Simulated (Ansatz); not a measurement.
**C₇H₅FO: vertical ionisation energy**

How much energy removes an electron from C₇H₅FO at fixed geometry? The cation is run at each level and the neutral's energy taken from earlier runs.

The runs use Ansatz 0.2.0, Gaussian basis; unrestricted cation, the program's frozen cores in correlated methods.

The runs, in order: UKS PBE-D4/def2-TZVPP; UKS r2SCAN-D4/def2-TZVPP; UKS PBE0-D4/def2-TZVPP; UKS B3LYP-D4/def2-TZVPP; UKS wB97X-V/def2-TZVPP; UKS wB97M-V/def2-TZVPP; UKS B2PLYP/def2-TZVPP; UHF-CCSD(T)/def2-TZVPP; UHF-MP2/def2-QZVPP; extrapolation to the limit; then −ε(HOMO) from the neutral's earlier runs with LDA (SPW92), PBE-D4, revPBE-D4, BLYP-D4, r2SCAN-D4, B97M-V, PBE0-D4, B3LYP-D4, r2SCANh-D4, r2SCAN0-D4, HSE06-D4, BHLYP-D4, CAM-B3LYP-D4, LC-ωPBE, ωB97X-V, ωB97M-V.

### Step 1. The geometry

An earlier PBE0-D4 in a triple-zeta def2 set relaxation fixed the geometry.

SMILES `O=C(F)c1ccccc1`, 14 atoms, charge 0, spin multiplicity 1.

Atoms are counted from 1 here; the program's logs count them from 0.

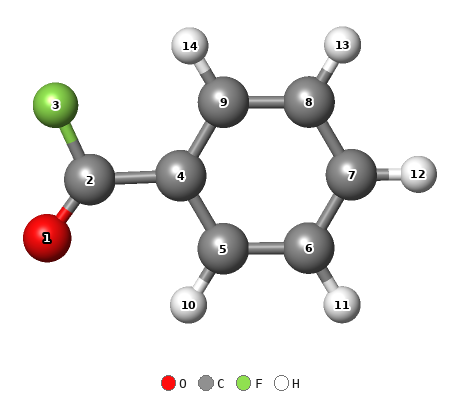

The structure; oxygen red, carbon grey, fluorine green, hydrogen white; atoms are numbered from 1 in the order of the file.

As a file:

```mol
C7H5FO
  3D, bonds by distance, orders not assigned

 14 14  0  0  0  0  0  0  0  0999 V2000
    2.8162   -1.4063   -0.4985 O   0  0
    1.8437   -1.4130    0.1759 C   0  0
    1.7240   -2.3114    1.1750 F   0  0
    0.6726   -0.5279    0.0768 C   0  0
    0.6753    0.4428   -0.9224 C   0  0
   -0.4033    1.2971   -1.0538 C   0  0
   -1.4849    1.1849   -0.1895 C   0  0
   -1.4888    0.2187    0.8063 C   0  0
   -0.4116   -0.6403    0.9427 C   0  0
    1.5307    0.5098   -1.5834 H   0  0
   -0.4037    2.0527   -1.8302 H   0  0
   -2.3303    1.8555   -0.2934 H   0  0
   -2.3343    0.1345    1.4785 H   0  0
   -0.4056   -1.3970    1.7161 H   0  0
  1  2  8  0
  2  3  8  0
  2  4  8  0
  4  5  8  0
  5  6  8  0
  6  7  8  0
  7  8  8  0
  8  9  8  0
  5 10  8  0
  6 11  8  0
  7 12  8  0
  8 13  8  0
  9 14  8  0
  4  9  8  0
M  END
```

### Step 2. Cation, UKS PBE-D4/def2-TZVPP

The input, in.yaml:

```yaml
crystal:
  periodic: [false, false, false]
  atoms:
    - {symbol: O, position_ang: [2.816227, -1.406333, -0.498531]}
    - {symbol: C, position_ang: [1.843691, -1.412978, 0.175893]}
    - {symbol: F, position_ang: [1.723955, -2.311436, 1.175005]}
    - {symbol: C, position_ang: [0.672555, -0.527946, 0.076794]}
    - {symbol: C, position_ang: [0.675309, 0.442754, -0.922405]}
    - {symbol: C, position_ang: [-0.403320, 1.297095, -1.053824]}
    - {symbol: C, position_ang: [-1.484920, 1.184920, -0.189537]}
    - {symbol: C, position_ang: [-1.488784, 0.218665, 0.806273]}
    - {symbol: C, position_ang: [-0.411577, -0.640268, 0.942720]}
    - {symbol: H, position_ang: [1.530744, 0.509774, -1.583363]}
    - {symbol: H, position_ang: [-0.403715, 2.052723, -1.830241]}
    - {symbol: H, position_ang: [-2.330328, 1.855489, -0.293424]}
    - {symbol: H, position_ang: [-2.334258, 0.134548, 1.478543]}
    - {symbol: H, position_ang: [-0.405559, -1.396998, 1.716076]}
basis:
  gaussian: {orbitals: def2-TZVPP}
total_charge: 1
magnetization: {spin_polarized: true, initial_magnetization: 1}
hamiltonian: {xc: pbe, dispersion: d4}
```

Run with:

```
$ ansatz run in.yaml --threads 2 --pin off --events-out ev --progress --plain --max-ram 32768MiB --backend cuda --devices 0, --max-vram 18GiB
```

After this run come: Cation, UKS r2SCAN-D4/def2-TZVPP; Cation, UKS PBE0-D4/def2-TZVPP; Cation, UKS B3LYP-D4/def2-TZVPP; Cation, UKS wB97X-V/def2-TZVPP; Cation, UKS wB97M-V/def2-TZVPP; Cation, UKS B2PLYP (frozen core)/def2-TZVPP; Cation, UHF-CCSD(T)/def2-TZVPP; Cation, UHF-MP2/def2-QZVPP.

Q: Predict the results of all the runs planned. Wanted: ionisation energy, CCSD(T)/CBS; nearest functional by difference; nearest −ε(HOMO); −ε(HOMO) of PBE; T1 of the cation.

The runs gave:

| quantity | value |
| --- | --- |
| ionisation energy, CCSD(T)/CBS | 10.10 eV |
| nearest functional by difference | B2PLYP (-0.18 eV) |
| nearest −ε(HOMO) | ωB97X-V (+0.03 eV) |
| −ε(HOMO) of PBE | 6.97 eV |
| T1 of the cation | 0.022 |

What this shows: By cation minus neutral, the functionals miss by 0.33 eV at most. −ε(HOMO) of PBE misses by 3.1 eV, since self-interaction lifts the level. Among orbital estimates ωB97X-V comes nearest. Hartree-Fock falls 1.56 eV short, as the neutral has more correlation energy than the cation.
